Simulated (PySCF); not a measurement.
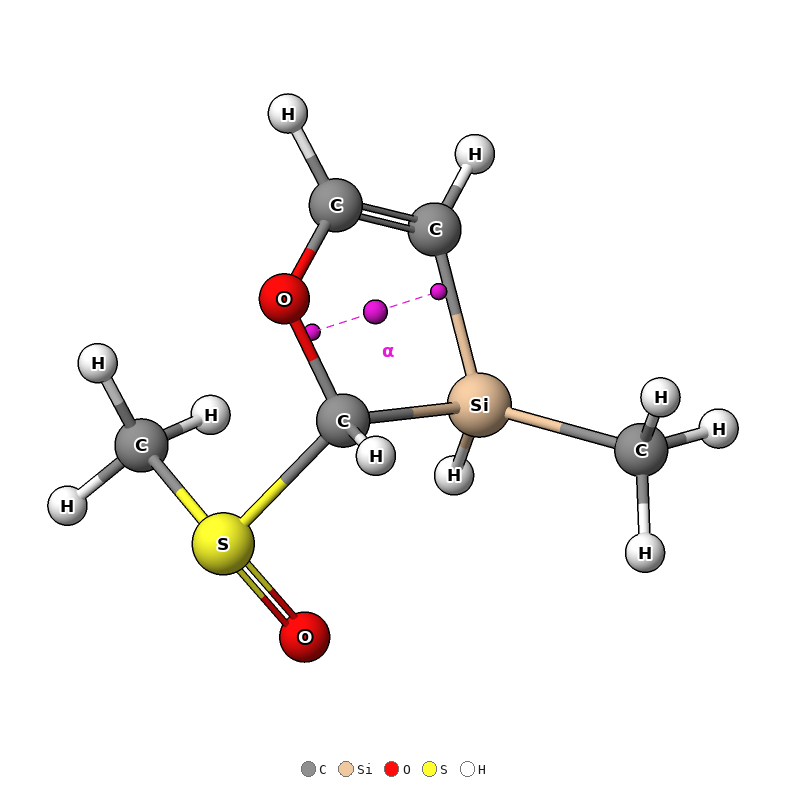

The small points mark where nucleus-independent chemical shifts (NICS) were computed: at the centre of each lettered ring and 1 Å above and below it. Computed geometry: GFN2-xTB optimisation. No frequency run is at hand to confirm it as a minimum. Level of theory: GIAO PBE0/pcSseg-1 NMR shielding, non-relativistic, gas phase (PySCF 2.14.0).

Give NICS(0), NICS(1) and the out-of-plane component NICS(1)zz for each ring (means of the two sides).

```tsv
ring	members	NICS(0)	NICS(1)	NICS(1)zz
α	C3OSi	−4.1	−3.2	−5.0
```

Values in ppm.

### What do the values say about the ring currents?

Ring α: weak, as in a non-aromatic ring. NICS is one index among several.

The geometry is semi-empirical. Around Si such bond lengths and angles can be off by a tenth of an ångström or more and by several degrees, and values that hang on the shape move with them.
